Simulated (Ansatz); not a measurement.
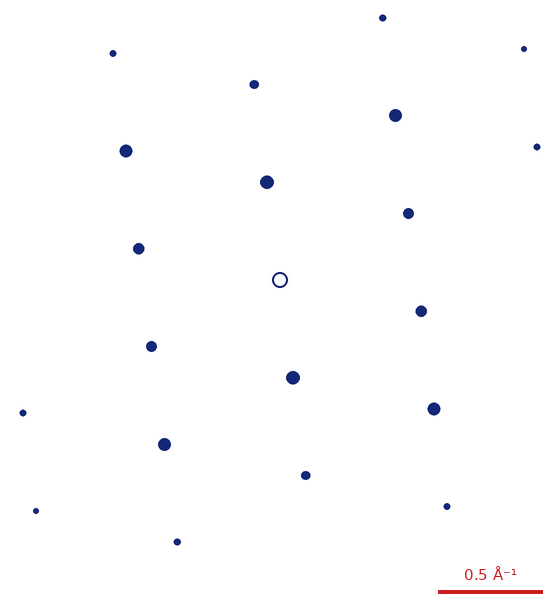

Simulated selected-area electron diffraction pattern (100 kV, kinematic approximation, thin crystal, B = 0.5 Å² for all atoms).

Question: Read the repeat vectors of the pattern off the scale bar.

Answer: The spots form a centred rectangular net whose two shortest vectors correspond to d = 2.10 Å and 1.43 Å, 70.1° apart.

Question: What is the point symmetry of the pattern, intensities included?

Answer: 2mm.

Question: Which crystal and zone produced it?

Answer: This cannot be fixed from one zone alone; the pattern is [201] of Co, space group P6_3/mmc (No. 194), a = 2.430 Å, c = 3.916 Å (hexagonal axes). The net vectors are 0 1 0 and 1 0 -2. Structure: coordinates from a relaxation with DFT LDA, scalar-relativistic, plane waves, PAW (Ansatz 0.2.0).
